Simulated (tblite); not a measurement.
# Geometry relaxation of C6H12FPSi (part 4 of 4)

Continued. System: C6H12FPSi. Method: GFN2-xTB geometry optimisation, gas phase (tblite 0.8.0). 

Geometry of the input (Å):
```
C  -2.4688  -0.4025  0.9657
Si -0.8821  0.0249  0.0600
C  -1.3333  1.3633  -1.1596
C  -0.3134  -1.5050  -0.7992
C  0.2969  0.7102  1.3087
P  1.7216  -0.4099  1.7190
C  3.0429  -0.2076  0.7161
C  4.0676  -0.0342  -0.0722
F  4.0330  -0.7191  -1.2474
H  -3.1015  0.5062  1.0086
H  -2.2863  -0.6811  2.0199
H  -3.0313  -1.2086  0.4567
H  -1.6817  2.2889  -0.6308
H  -2.1585  0.9707  -1.8000
H  -0.5029  1.6544  -1.8086
H  -1.0295  -2.3400  -0.5015
H  0.6930  -1.8047  -0.4830
H  -0.3578  -1.3876  -1.9043
H  -0.2330  0.8845  2.2745
H  0.6887  1.6870  0.9301
H  4.8276  0.6273  0.2562
```

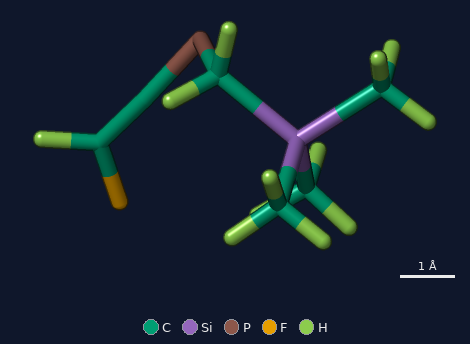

*The geometry at step 114 of the log (stick view, seen at a tilt).*

Trajectory as extended XYZ, continued:
```
21
Properties=species:S:1:pos:R:3:forces:R:3 step=104 energy=-757.56091
C    -2.4667   -0.4838    0.9920    0.0170  -0.0150   0.0080
Si   -0.9149    0.0668    0.0298   -0.0100  -0.0020   0.0050
C    -1.3922    1.4285   -1.2150   -0.0020   0.0200   0.0020
C    -0.1084   -1.4142   -0.8511   -0.0060   0.0090   0.0200
C     0.3307    0.8502    1.2821    0.0090  -0.0020   0.0080
P     1.5493   -0.3629    1.9932   -0.0070   0.0000  -0.0210
C     2.7553   -0.2515    0.8923   -0.0010  -0.0140   0.0060
C     3.7677   -0.2487    0.0814   -0.0080   0.0130  -0.0190
F     3.8374   -1.0632   -1.0080    0.0080  -0.0010   0.0050
H    -2.8380    0.3093    1.6339   -0.0220   0.0050  -0.0160
H    -2.2647   -1.3444    1.6213    0.0130  -0.0200   0.0150
H    -3.2653   -0.7569    0.3092    0.0070   0.0010   0.0180
H    -1.7642    2.3137   -0.7088    0.0000   0.0230   0.0110
H    -2.1756    1.0859   -1.8831    0.0210  -0.0130  -0.0180
H    -0.5453    1.7292   -1.8234   -0.0010  -0.0020  -0.0170
H     0.1137   -2.2117   -0.1476   -0.0030  -0.0200   0.0150
H     0.8278   -1.1377   -1.3260    0.0030   0.0180  -0.0120
H    -0.7596   -1.8226   -1.6169   -0.0020  -0.0010  -0.0150
H    -0.2163    1.2793    2.1222   -0.0100   0.0070  -0.0090
H     0.8852    1.6523    0.7994    0.0010   0.0100   0.0050
H     4.6352    0.3993    0.1321   -0.0070  -0.0160   0.0090
21
Properties=species:S:1:pos:R:3:forces:R:3 step=108 energy=-757.56216
C    -2.4686   -0.4847    0.9981   -0.0050  -0.0120  -0.0030
Si   -0.9233    0.0695    0.0312    0.0130   0.0250   0.0020
C    -1.3933    1.4339   -1.2152    0.0150  -0.0020   0.0050
C    -0.1124   -1.4097   -0.8483   -0.0070   0.0020  -0.0170
C     0.3285    0.8451    1.2831   -0.0120   0.0200  -0.0260
P     1.5483   -0.3708    1.9836   -0.0130  -0.0120   0.0130
C     2.7531   -0.2577    0.8821    0.0080  -0.0110  -0.0230
C     3.7688   -0.2493    0.0752   -0.0080  -0.0110   0.0210
F     3.8532   -1.0621   -1.0132   -0.0130  -0.0090  -0.0160
H    -2.8713    0.3159    1.6121    0.0200  -0.0140  -0.0090
H    -2.2461   -1.3238    1.6499   -0.0220   0.0010   0.0190
H    -3.2523   -0.7945    0.3142   -0.0080  -0.0290   0.0180
H    -1.7658    2.3191   -0.7076    0.0060   0.0000  -0.0270
H    -2.1688    1.0945   -1.8950    0.0130  -0.0040   0.0200
H    -0.5388    1.7293   -1.8163   -0.0080   0.0220  -0.0010
H     0.1117   -2.2062   -0.1444    0.0040  -0.0170   0.0110
H     0.8224   -1.1283   -1.3241    0.0010   0.0090   0.0060
H    -0.7590   -1.8220   -1.6165   -0.0080   0.0050  -0.0010
H    -0.2126    1.2770    2.1256   -0.0090  -0.0050  -0.0070
H     0.8811    1.6457    0.7962    0.0160   0.0240   0.0080
H     4.6363    0.3960    0.1381    0.0170   0.0190   0.0070
21
Properties=species:S:1:pos:R:3:forces:R:3 step=111 energy=-757.56322
C    -2.4639   -0.4882    0.9980   -0.0140  -0.0070  -0.0060
Si   -0.9199    0.0730    0.0315   -0.0080  -0.0270  -0.0110
C    -1.3917    1.4389   -1.2103    0.0080   0.0030  -0.0170
C    -0.1166   -1.4105   -0.8506    0.0030   0.0050   0.0110
C     0.3281    0.8511    1.2830    0.0230   0.0070   0.0070
P     1.5469   -0.3708    1.9797   -0.0140   0.0090  -0.0240
C     2.7482   -0.2641    0.8731   -0.0010   0.0030   0.0090
C     3.7697   -0.2532    0.0734    0.0140  -0.0180   0.0110
F     3.8550   -1.0580   -1.0220    0.0020   0.0190   0.0110
H    -2.8938    0.3230    1.5784    0.0300  -0.0090   0.0150
H    -2.2342   -1.3022    1.6794   -0.0170   0.0220   0.0040
H    -3.2330   -0.8346    0.3153   -0.0040  -0.0400   0.0040
H    -1.7699    2.3207   -0.7018    0.0000   0.0050  -0.0220
H    -2.1618    1.0965   -1.8935   -0.0170  -0.0070   0.0120
H    -0.5395    1.7404   -1.8106    0.0200   0.0270   0.0010
H     0.1144   -2.2013   -0.1413    0.0090  -0.0030  -0.0140
H     0.8121   -1.1318   -1.3393    0.0180   0.0130   0.0210
H    -0.7677   -1.8304   -1.6105   -0.0340   0.0100   0.0050
H    -0.2153    1.2784    2.1269    0.0040  -0.0080  -0.0170
H     0.8810    1.6541    0.7996    0.0080   0.0100   0.0150
H     4.6427    0.3861    0.1508   -0.0300  -0.0140  -0.0150
21
Properties=species:S:1:pos:R:3:forces:R:3 step=114 energy=-757.56461
C    -2.4621   -0.4962    0.9997   -0.0460  -0.0270   0.0250
Si   -0.9235    0.0760    0.0276   -0.0130  -0.0080   0.0070
C    -1.3834    1.4523   -1.2082   -0.0050   0.0010  -0.0140
C    -0.1268   -1.4104   -0.8537   -0.0020   0.0080   0.0240
C     0.3321    0.8487    1.2768    0.0060  -0.0160   0.0000
P     1.5369   -0.3854    1.9742    0.0010   0.0010  -0.0170
C     2.7421   -0.2767    0.8719   -0.0060  -0.0050   0.0280
C     3.7660   -0.2571    0.0759   -0.0020   0.0080  -0.0200
F     3.8533   -1.0457   -1.0308    0.0070   0.0070   0.0140
H    -2.9374    0.3333    1.5194    0.0280  -0.0650  -0.0320
H    -2.2061   -1.2495    1.7424   -0.0230   0.0620  -0.0500
H    -3.2030   -0.9317    0.3320    0.0680   0.0390   0.0640
H    -1.7703    2.3303   -0.7001   -0.0120  -0.0010   0.0030
H    -2.1459    1.1102   -1.8997   -0.0160   0.0020  -0.0090
H    -0.5271    1.7660   -1.7969    0.0170  -0.0100   0.0010
H     0.1157   -2.1946   -0.1407    0.0040  -0.0060  -0.0180
H     0.7956   -1.1285   -1.3507    0.0320   0.0000  -0.0080
H    -0.7851   -1.8384   -1.6029   -0.0180   0.0140   0.0010
H    -0.2093    1.2802    2.1191    0.0000   0.0060  -0.0030
H     0.8962    1.6449    0.7954   -0.0130   0.0120   0.0070
H     4.6330    0.3891    0.1581   -0.0090  -0.0220  -0.0040
21
Properties=species:S:1:pos:R:3:forces:R:3 step=117 energy=-757.56535
C    -2.4635   -0.4951    1.0060    0.0010  -0.0040   0.0020
Si   -0.9281    0.0759    0.0298    0.0070   0.0090   0.0030
C    -1.3809    1.4495   -1.2126   -0.0040  -0.0060  -0.0010
C    -0.1305   -1.4101   -0.8508    0.0030   0.0100  -0.0050
C     0.3293    0.8475    1.2778   -0.0010   0.0030  -0.0020
P     1.5373   -0.3874    1.9662   -0.0050  -0.0070   0.0030
C     2.7411   -0.2766    0.8632    0.0050  -0.0020   0.0030
C     3.7679   -0.2527    0.0708   -0.0030   0.0000   0.0040
F     3.8646   -1.0367   -1.0376   -0.0090  -0.0040   0.0010
H    -2.9364    0.3301    1.5302    0.0050  -0.0030  -0.0070
H    -2.2063   -1.2498    1.7437    0.0010   0.0080  -0.0020
H    -3.2043   -0.9267    0.3402    0.0030   0.0010   0.0090
H    -1.7651    2.3319   -0.7092   -0.0060  -0.0090  -0.0040
H    -2.1437    1.1071   -1.9040   -0.0060   0.0090  -0.0070
H    -0.5200    1.7550   -1.7997   -0.0030  -0.0090   0.0040
H     0.0836   -2.2083   -0.1453    0.0060  -0.0130   0.0000
H     0.8085   -1.1338   -1.3205    0.0130  -0.0030  -0.0050
H    -0.7757   -1.8179   -1.6227   -0.0100   0.0180   0.0040
H    -0.2104    1.2756    2.1230   -0.0010  -0.0040   0.0000
H     0.8887    1.6484    0.7985   -0.0030   0.0060   0.0010
H     4.6351    0.3911    0.1618    0.0040   0.0000  -0.0010
21
Properties=species:S:1:pos:R:3:forces:R:3 step=121 energy=-757.56570
C    -2.4570   -0.4969    1.0071   -0.0010   0.0070   0.0050
Si   -0.9246    0.0784    0.0286   -0.0090  -0.0140  -0.0050
C    -1.3794    1.4495   -1.2148   -0.0090   0.0020  -0.0020
C    -0.1329   -1.4105   -0.8521    0.0080  -0.0080   0.0060
C     0.3299    0.8502    1.2776    0.0040   0.0020   0.0090
P     1.5324   -0.3913    1.9650    0.0000   0.0050  -0.0030
C     2.7395   -0.2786    0.8655   -0.0020   0.0010   0.0070
C     3.7652   -0.2515    0.0722    0.0040   0.0020  -0.0050
F     3.8578   -1.0278   -1.0423   -0.0070  -0.0060   0.0040
H    -2.9374    0.3310    1.5198   -0.0050   0.0000  -0.0020
H    -2.1949   -1.2392    1.7553    0.0060   0.0020   0.0000
H    -3.1931   -0.9435    0.3462    0.0040   0.0030   0.0040
H    -1.7661    2.3308   -0.7121    0.0000   0.0070   0.0060
H    -2.1419    1.1091   -1.9075    0.0050  -0.0070  -0.0090
H    -0.5168    1.7555   -1.7990   -0.0080  -0.0030  -0.0050
H     0.0684   -2.2144   -0.1481    0.0020   0.0050  -0.0150
H     0.8123   -1.1440   -1.3160   -0.0090  -0.0040  -0.0050
H    -0.7819   -1.8073   -1.6270    0.0130   0.0130   0.0010
H    -0.2121    1.2750    2.1229   -0.0010   0.0000   0.0040
H     0.8889    1.6534    0.8017    0.0040  -0.0060   0.0040
H     4.6346    0.3891    0.1659    0.0000  -0.0020   0.0010
21
Properties=species:S:1:pos:R:3:forces:R:3 step=124 energy=-757.56581
C    -2.4554   -0.4966    1.0073   -0.0010   0.0010   0.0010
Si   -0.9243    0.0785    0.0274    0.0010   0.0000  -0.0010
C    -1.3806    1.4505   -1.2154    0.0010  -0.0030   0.0000
C    -0.1323   -1.4108   -0.8523    0.0000   0.0030  -0.0050
C     0.3307    0.8490    1.2776   -0.0020  -0.0010   0.0010
P     1.5309   -0.3936    1.9671    0.0020   0.0050   0.0010
C     2.7409   -0.2786    0.8712    0.0000   0.0010  -0.0040
C     3.7632   -0.2500    0.0732    0.0000  -0.0020   0.0040
F     3.8522   -1.0278   -1.0406   -0.0060  -0.0010   0.0050
H    -2.9381    0.3316    1.5170   -0.0020   0.0000   0.0050
H    -2.1906   -1.2367    1.7568    0.0000   0.0070   0.0020
H    -3.1907   -0.9466    0.3478    0.0030   0.0000   0.0020
H    -1.7668    2.3316   -0.7116   -0.0010  -0.0030  -0.0040
H    -2.1416    1.1106   -1.9103    0.0000  -0.0060   0.0030
H    -0.5177    1.7563   -1.7993   -0.0030   0.0020  -0.0020
H     0.0692   -2.2150   -0.1493    0.0020  -0.0030  -0.0040
H     0.8118   -1.1464   -1.3190    0.0020   0.0060  -0.0020
H    -0.7830   -1.8058   -1.6262    0.0030   0.0000  -0.0090
H    -0.2115    1.2754    2.1220   -0.0010   0.0010   0.0030
H     0.8919    1.6506    0.8016    0.0030  -0.0020   0.0030
H     4.6327    0.3908    0.1640    0.0000  -0.0040   0.0000
```

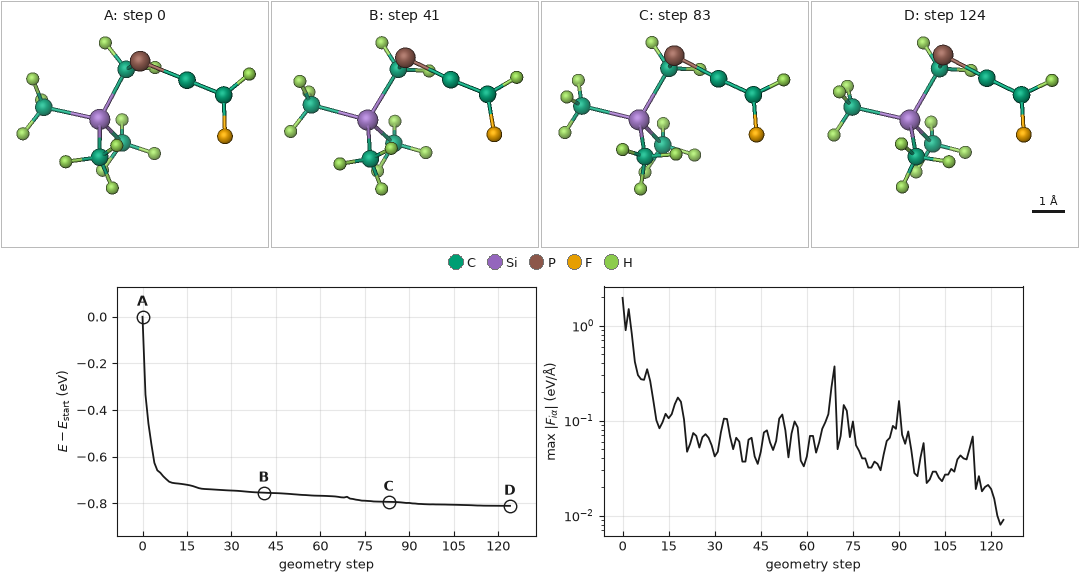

*Frames of the relaxation (ball-and-stick view, seen at a tilt) above the curves, on which the letters mark them (steps are counted from 0).*

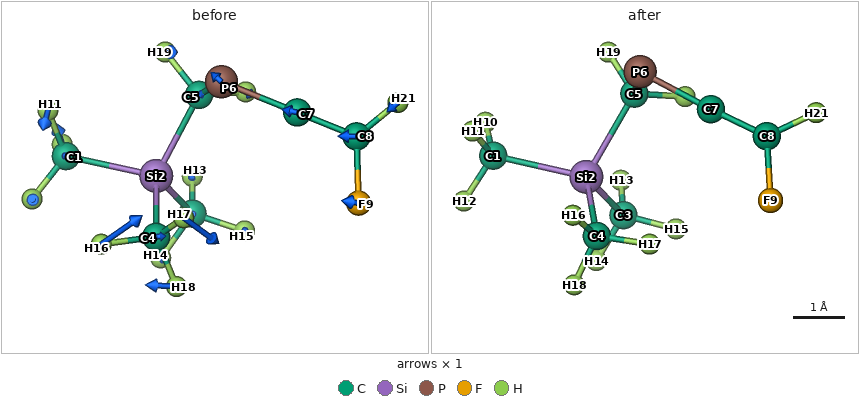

*Before (left) and after (right) the relaxation, at one scale (ball-and-stick view, seen at a tilt). The blue arrows give the displacements, at true length.*

The energy falls by 0.810 eV in 124 geometry steps. Largest force component: 2 eV/Å at the start, 0.009 eV/Å at the end. The atom that moves furthest after the best rigid fit is H16 (1.17 Å). By element the largest moves are H 1.17 Å, F 0.40 Å, C 0.39 Å, P 0.31 Å, Si 0.07 Å. Distances before and after: Si2–C5 1.849 → 1.932 Å, Si2–C4 1.845 → 1.902 Å, C4–H16 1.140 → 1.087 Å, Si2–C3 1.866 → 1.907 Å. Among the angles that change: F9–C8–H21 126.9° → 110.7°, C5–P6–C7 113.6° → 100.5°, C7–C8–H21 117.3° → 126.4°. (Atoms are counted from 1 in the order of the input.)

Summary:

| quantity | value |
| --- | --- |
| outcome | converged |
| total energy | −757.5658 eV |
| wall time | 1.3 s |
| peak memory | 0.18 GiB |
